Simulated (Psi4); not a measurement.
**SnH3OF (SMILES [OH][SnH2][F]): BLYP/def2-SVPD (core potential)**

What is the vertical singlet–triplet gap of SnH3OF at BLYP/def2-SVPD (core potential)? 

The calculation is run with Psi4 1.11.

## 1. Starting point

SnH3OF: 6 atoms, total charge 0, spin state singlet. SMILES: `[OH][SnH2][F]`. The shape is that of a PBE0-D4/def2-TZVP optimisation. This is one conformer, not always the lowest.

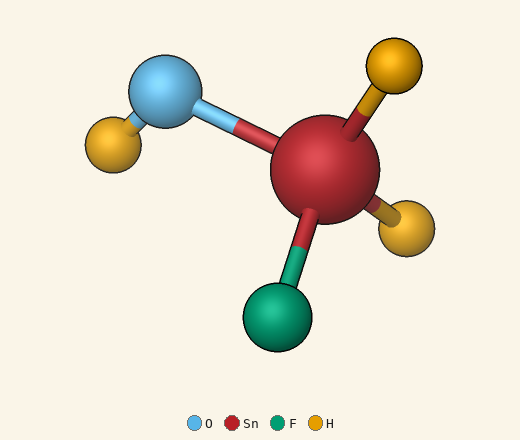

The structure, seen from a chosen angle (oxygen blue, tin red, fluorine teal, hydrogen amber).

## 2. Energy and gradient at BLYP/def2-SVPD (core potential)

File fh3osn.json:

```json
{
 "schema_name": "qcschema_input",
 "schema_version": 1,
 "molecule": {
  "schema_name": "qcschema_molecule",
  "schema_version": 2,
  "symbols": ["O", "Sn", "F", "H", "H", "H"],
  "geometry": [-2.67282863, -0.6292788, -0.8031336, 0.57126421, 0.48358092, 0.5361153, 2.66281308, -2.48517883, 0.57088626, -2.58627917, -1.2957852, -2.48820239, 2.07132881, 2.48895828, -1.4779548, 0.03307021, 1.31657219, 3.57517286],
  "molecular_charge": 0,
  "molecular_multiplicity": 1,
  "fix_symmetry": "c1"
 },
 "driver": "gradient",
 "model": {
  "method": "blyp",
  "basis": "def2-SVPD"
 },
 "keywords": {
  "reference": "rks",
  "puream": true,
  "e_convergence": 1e-09,
  "d_convergence": 1e-08,
  "scf_type": "pk",
  "dft_radial_points": 99,
  "dft_spherical_points": 590
 }
}
```

Launch:

```console
$ psi4 --qcschema fh3osn.json -n 1 --memory 2200MB
```

stdout:

```text
[...]
    !!!  WARNING: ECP capability is in beta. Please check occupations closely.  !!!
[...]
  Running in c1 symmetry.
[...]
  Nuclear repulsion =  145.590402903638193
[...]
  Multiplicity = 1
[...]
  Nalpha       = 21
  Nbeta        = 21
[...]
    Number of basis functions: 102
[...]
   @RKS iter   1:  -390.53332564767612   -8.97395e-01   1.01659e-02 ADIIS/DIIS
[...]
   @RKS iter  13:  -390.99064420201682   -7.95808e-13   2.45693e-09 DIIS
[...]
    Orbital Energies [Eh]
    ---------------------
    Doubly Occupied:
       1A    -24.260507     2A    -18.798421     3A     -4.936772
       4A     -3.317917     5A     -3.316091     6A     -3.313810
       7A     -1.034479     8A     -0.991261     9A     -0.978111
      10A     -0.976236    11A     -0.975388    12A     -0.947121
      13A     -0.868120    14A     -0.499870    15A     -0.414657
      16A     -0.353942    17A     -0.347853    18A     -0.328019
      19A     -0.304547    20A     -0.292120    21A     -0.269821
[...]
  @RKS Final Energy:  -390.99064420201682
   => Energetics <=
    Nuclear Repulsion Energy =            145.5904029036381928
    One-Electron Energy =                -911.0242631508142495
    Two-Electron Energy =                 412.5872184028162337
    DFT Exchange-Correlation Energy =     -38.1440023576569729
    Empirical Dispersion Energy =           0.0000000000000000
    VV10 Nonlocal Energy =                  0.0000000000000000
    Total Energy =                       -390.9906442020168242
[...]
 Multipole Moments:
 ------------------------------------------------------------------------------------
     Multipole            Electronic (a.u.)      Nuclear  (a.u.)        Total (a.u.)
 ------------------------------------------------------------------------------------
 L = 1.  Multiply by 2.5417464519 to convert [e a0] to [Debye]
 Dipole X            :          5.4879241           -5.5037723           -0.0158482
 Dipole Y            :         16.0191807          -15.1119238            0.9072568
 Dipole Z            :          6.1145934           -6.3430160           -0.2284226
 Magnitude           :                                                    0.9357046
[...]
  -Total Gradient:
     Atom            X                  Y                   Z
    ------   -----------------  -----------------  -----------------
       1        0.026243984811     0.003743546615    -0.002214529698
       2       -0.006355581429    -0.029439196242    -0.008830639752
       3       -0.019126045665     0.026459877066    -0.000616508344
       4        0.001117535336     0.005619833825     0.013838299283
       5       -0.003509266962    -0.004638777805     0.004436864786
       6        0.001523705779    -0.001802088977    -0.006704530402
[...]
```

The result, in JSON:

```text
{
 "driver": "gradient",
 "model": {
  "method": "blyp",
  "basis": "def2-SVPD"
 },
 "success": true,
 "return_result": [0.026243984810648296, 0.0037435466152636876, -0.002214529697914025, -0.0063555814289528514, -0.029439196242045357, -0.00883063975230451, -0.019126045664988493, 0.026459877066061295, -0.0006165083439307493, 0.0011175353356377826, 0.005619833824682174, 0.013838299283308875, -0.003509266962146179, -0.0046387778046433625, 0.004436864786160011, 0.0015237057794450781, -0.0018020889773049664, -0.006704530402067477],
 "properties": {
  "calcinfo_nbasis": 102,
  "calcinfo_nmo": 102,
  "calcinfo_nalpha": 21,
  "calcinfo_nbeta": 21,
  "calcinfo_natom": 6,
  "nuclear_repulsion_energy": 145.5904029036382,
  "return_energy": -390.9906442020168,
  "return_gradient": [0.026243984810648296, 0.0037435466152636876, -0.002214529697914025, -0.0063555814289528514, -0.029439196242045357, -0.00883063975230451, -0.019126045664988493, 0.026459877066061295, -0.0006165083439307493, 0.0011175353356377826, 0.005619833824682174, 0.013838299283308875, -0.003509266962146179, -0.0046387778046433625, 0.004436864786160011, 0.0015237057794450781, -0.0018020889773049664, -0.006704530402067477],
  "scf_one_electron_energy": -911.0242631508142,
  "scf_two_electron_energy": 412.58721840281623,
  "scf_xc_energy": -38.14400235765697,
  "scf_dipole_moment": [-0.015848215913760733, 0.9072568354763124, -0.228422614688629],
  "scf_total_energy": -390.9906442020168,
  "scf_total_gradient": [0.026243984810648296, 0.0037435466152636876, -0.002214529697914025, -0.0063555814289528514, -0.029439196242045357, -0.00883063975230451, -0.019126045664988493, 0.026459877066061295, -0.0006165083439307493, 0.0011175353356377826, 0.005619833824682174, 0.013838299283308875, -0.003509266962146179, -0.0046387778046433625, 0.004436864786160011, 0.0015237057794450781, -0.0018020889773049664, -0.006704530402067477],
  "scf_iterations": 13
 }
}
```

Run time: 21 s. Hardware: 1 thread of INTEL XEON PLATINUM 8581C at 2.10GHz (Emerald Rapids), shared host; peak memory 0.87 GiB.

## 3. The triplet, same level

File fh3osn.xyz:

```xyz
6
FH3OSn
O     -1.414400    -0.333000    -0.425000
Sn     0.302300     0.255900     0.283700
F      1.409100    -1.315100     0.302100
H     -1.368600    -0.685700    -1.316700
H      1.096100     1.317100    -0.782100
H      0.017500     0.696700     1.891900
```

File fh3osn_ase.py:

```python
import numpy as np
from ase.calculators.psi4 import Psi4
from ase.io import read

atoms = read('fh3osn.xyz')
calc = Psi4(atoms=atoms, method='blyp', basis='def2-SVPD', memory='2200MB', num_threads=1, charge=0, multiplicity=3, label='fh3osn', reference='uks')
calc.psi4.set_options({'puream': True, 'e_convergence': 1e-09, 'd_convergence': 1e-08, 'scf_type': 'pk', 'dft_radial_points': 99, 'dft_spherical_points': 590, 'maxiter': 100})
atoms.calc = calc

forces = atoms.get_forces()
print(f'energy: {atoms.get_potential_energy():.6f} eV')
print('forces / eV A^-1')
print(np.round(forces, 5))
```

Launch:

```console
$ python fh3osn_ase.py
```

fh3osn.dat, cut to the lines that bear on the results:

```text
[...]
    !!!  WARNING: ECP capability is in beta. Please check occupations closely.  !!!
[...]
  Running in c1 symmetry.
[...]
  Nuclear repulsion =  145.590402924990826
[...]
  Multiplicity = 3
[...]
  Nalpha       = 22
  Nbeta        = 20
[...]
    Number of basis functions: 102
[...]
   @UKS iter   1:  -390.24877863441679   -6.41477e-01   1.05509e-02 DIIS/ADIIS
[...]
   @UKS iter  20:  -390.78384249301303   -2.27374e-12   6.13398e-09 DIIS
[...]
   @S^2 Observed:                2.007495385E+00
[...]
  @UKS Final Energy:  -390.78384249301303
   => Energetics <=
    Nuclear Repulsion Energy =            145.5904029249908262
    One-Electron Energy =                -910.4500747629174384
    Two-Electron Energy =                 412.1918353351224482
    DFT Exchange-Correlation Energy =     -38.1160059902088335
    Empirical Dispersion Energy =           0.0000000000000000
    VV10 Nonlocal Energy =                  0.0000000000000000
    Total Energy =                       -390.7838424930130259
[...]
 Multipole Moments:
 ------------------------------------------------------------------------------------
     Multipole            Electronic (a.u.)      Nuclear  (a.u.)        Total (a.u.)
 ------------------------------------------------------------------------------------
 L = 1.  Multiply by 2.5417464519 to convert [e a0] to [Debye]
 Dipole X            :          5.3099603           -5.5037722           -0.1938119
 Dipole Y            :         15.8457213          -15.1119238            0.7337975
 Dipole Z            :          6.0417429           -6.3430160           -0.3012732
 Magnitude           :                                                    0.8165705
[...]
  -Total Gradient:
     Atom            X                  Y                   Z
    ------   -----------------  -----------------  -----------------
       1        0.078242643305     0.003173702218     0.009539674130
       2       -0.006973931034    -0.003700784804    -0.018363550942
       3       -0.040127073353     0.045047348921    -0.002360159829
       4        0.003498672049     0.021196149824     0.026945899535
       5       -0.033785503193    -0.046835030198     0.029814524939
       6       -0.000958702671    -0.018937284622    -0.045667129886
[...]
```

Standard output:

```text
energy: -10633.769990 eV
forces / eV A^-1
[[-4.0234  -0.1632  -0.49055]
 [ 0.35861  0.1903   0.94429]
 [ 2.06342 -2.31643  0.12136]
 [-0.17991 -1.08995 -1.38561]
 [ 1.73732  2.40835 -1.53312]
 [ 0.0493   0.97379  2.3483 ]]
```

Wall time 38 s (1 thread of INTEL XEON PLATINUM 8581C at 2.10GHz (Emerald Rapids), shared host); peak memory 0.87 GiB.

## 4. Outcome

At BLYP/def2-SVPD (core potential):

| quantity | value |
| --- | --- |
| singlet: total energy | -390.99064 Eh |
| singlet: dipole moment | 2.38 D |
| singlet: HOMO energy | -7.34 eV |
| singlet: LUMO energy | -1.69 eV |
| singlet: HOMO–LUMO gap | 5.65 eV |
| singlet: largest force on an atom | 1.679 eV/Å |
| triplet: total energy | -390.78384 Eh |
| triplet: dipole moment | 2.08 D |
| triplet: HOMO energy (highest over α and β) | -2.34 eV |
| triplet: ⟨S²⟩ | 2.007 |
| triplet: largest force on an atom | 4.056 eV/Å |
| vertical energy of the triplet above the singlet | 5.627 eV |

**Reading.** At this shape the triplet lies 5.63 eV (130 kcal/mol) above the singlet. The largest force (singlet) is 1.68 eV/Å: the shape isn't a stationary point for this species at this level.
